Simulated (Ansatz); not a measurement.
GaH$_{3}$ and related structures: several calculations on one system

## 1. Relaxation

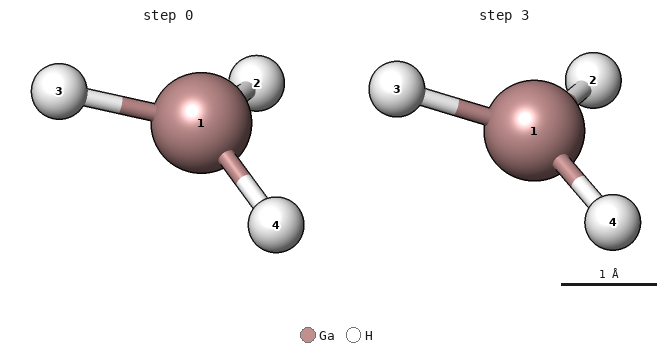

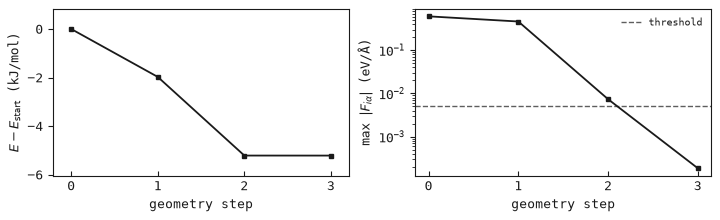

First and last geometry of a relaxation of GaH$_{3}$, with the history of the run. A ball-and-stick model, seen from a free direction.

It is one of the separated reactants of a reaction.

Computed with RKS PBE0-D4/def2-TZVP (Ansatz). Settings: force threshold 0.005 eV/Å; at most 200 steps.

> What do the curves and the structures tell?

It converged. The energy falls by 5.21 kJ/mol in 3 geometry steps. The largest force component goes from 0.61 to 0.00019 eV/Å. Ga1 moves most after the best rigid fit: 0.10 Å. By element the largest moves are Ga 0.10 Å, H 0.04 Å. Among the contacts that change: Ga1–H2 1.582 → 1.568 Å.

```tsv
step	E − E(0), kJ/mol	largest force component, eV/Å
0	0.00	0.6068
1	-1.97	0.4609
2	-5.21	0.0074
3	-5.21	0.0002
```

## 2. Relaxation

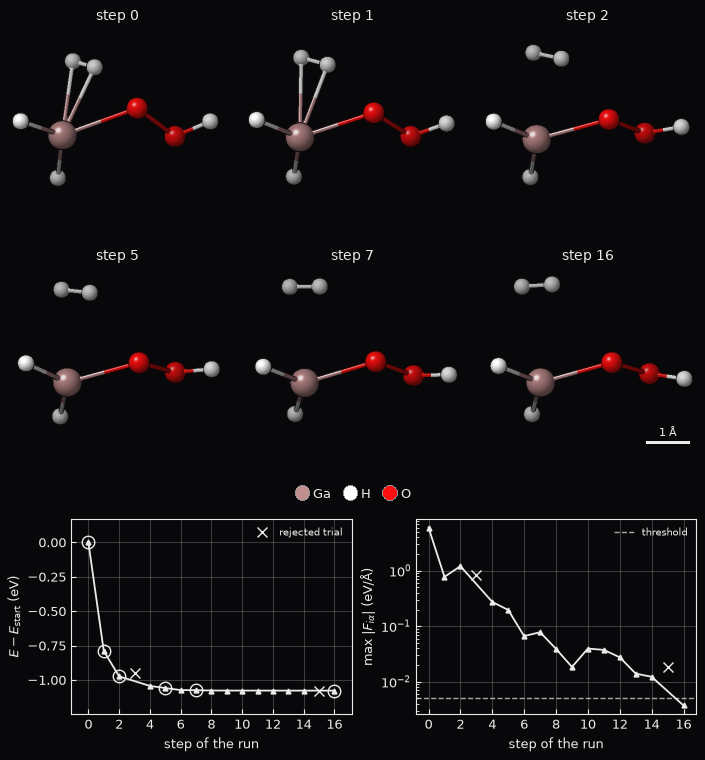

Frames of a relaxation of GaH$_{5}$O$_{2}$ (started from a transition state, displaced along its imaginary mode), marked on the history of the run. The picture is a ball-and-stick view, seen face on.

Level of theory: RKS PBE0-D4/def2-TZVP (Ansatz 0.2.0). Set-up: force threshold 0.005 eV/Å; at most 200 steps.

Question: Describe the path.

Answer: The atom that moves furthest after the best rigid fit is an H atom (0.74 Å). Largest moves by element: H 0.74 Å, O 0.42 Å, Ga 0.31 Å. Among the contacts that change: Ga–H 1.863 → 2.591 Å, Ga–H 1.978 → 2.679 Å, H–H 0.630 → 0.750 Å, Ga–O 1.928 → 1.815 Å. Bonds break, among them: Ga–H (1.86 → 2.59 Å). Bond angles that change, for instance: Ga–O–O 106.4° → 109.1°, H–Ga–O 116.1° → 118.2°. Groups turn about O–O by about 25°. Over 14 accepted moves (16 points after the start) the energy falls by 1.076 eV. Largest force component: 6 eV/Å at the start, 0.0037 eV/Å at the end. The line search rejected the trial steps at points 3, 15 of the run. From step 0 to 1: an H atom moves most (0.20 Å), energy −0.789 eV. From step 1 to 2: H and O atoms move most (0.19 Å), energy −0.184 eV. From step 2 to 5: an H atom moves most (0.19 Å), energy −0.085 eV. From step 5 to 7: an H atom moves most (0.23 Å), energy −0.016 eV. From step 7 to 16: an H atom moves most (0.10 Å), energy −0.003 eV.

```
step  E − E(0), eV  largest force component, eV/Å      note
   0        0.0000                         5.9802          
   1       -0.7888                         0.7765          
   2       -0.9726                         1.2093          
   3       -0.9508                         0.8232  rejected
   4       -1.0425                         0.2745          
   5       -1.0579                         0.1963          
   6       -1.0725                         0.0664          
   7       -1.0734                         0.0782          
   8       -1.0757                         0.0391          
   9       -1.0761                         0.0185          
  10       -1.0762                         0.0396          
  11       -1.0763                         0.0375          
  12       -1.0764                         0.0276          
  13       -1.0764                         0.0140          
  14       -1.0764                         0.0123          
  15       -1.0764                         0.0187  rejected
  16       -1.0765                         0.0037
```

## 3. Reaction

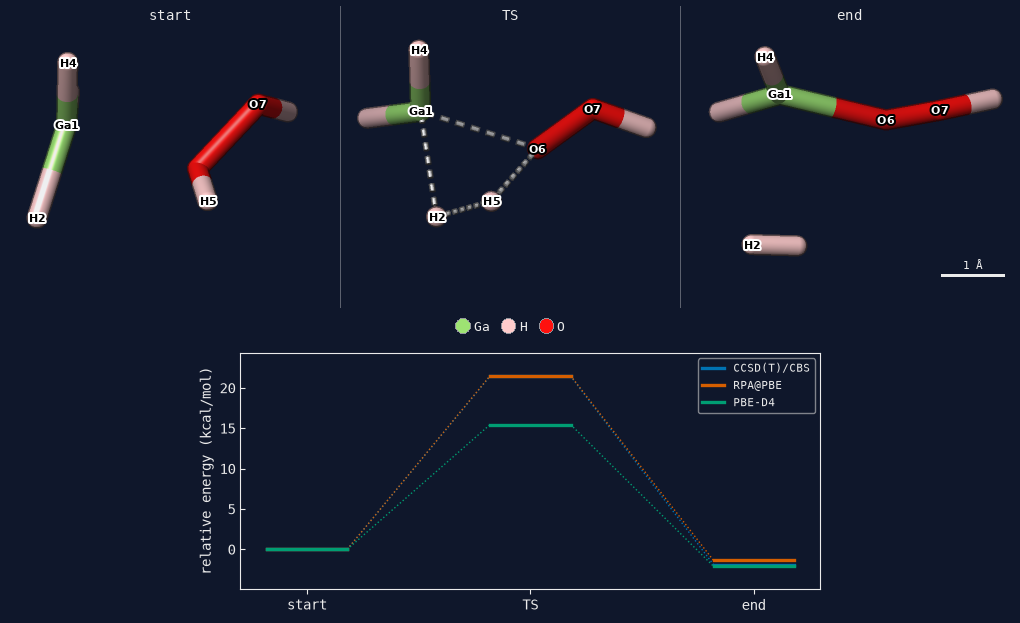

A reaction step of GaH5O2, with its energy diagram. Style: stick. Shown at a tilt. Dashed sticks mark bonds that form or break.

Stationary points at PBE0-D4/def2-TZVP, single-point energies with CCSD(T)/CBS, RPA@PBE, PBE-D4 (def2-TZVPP where no basis is named; Ansatz 0.2.0). The energies are electronic, without zero-point or thermal terms, and both ends are the minima reached downhill from the saddle, with any fragments still in contact. CCSD(T)/CBS stands for a frozen-core estimate: MP2 correlation extrapolated from def2-TZVPP and def2-QZVPP, CCSD(T) minus MP2 from the smaller set.

**What happens, and what does it cost?**

Counted by bonded pieces, the start holds GaH₃ + H₂O₂ and the end holds GaH₃O₂ + H₂. From the start over the saddle to the end, bonds form: Ga–O (2.21 → 2.01 → 1.81 Å), H–H (2.82 → 0.99 → 0.75 Å). Bonds break: Ga–H (1.58 → 1.82 → 2.68 Å), H–O (0.97 → 1.31 → 2.82 Å). The saddle has one imaginary mode, 1144i cm⁻¹. With CCSD(T)/CBS the barrier is 21.5 kcal/mol from the start and 23.4 kcal/mol from the end, and the end lies 1.9 kcal/mol below the start.

```csv
level,barrier from the start (kcal/mol),barrier from the end (kcal/mol),the end less the start (kcal/mol)
CCSD(T)/CBS,21.5,23.4,−1.9
RPA@PBE,21.5,22.9,−1.4
PBE-D4,15.5,17.6,−2.1
```

Against CCSD(T)/CBS, RPA@PBE comes closest on the barrier from the start (+0.1 kcal/mol) and PBE-D4 misses most (−6.0 kcal/mol).
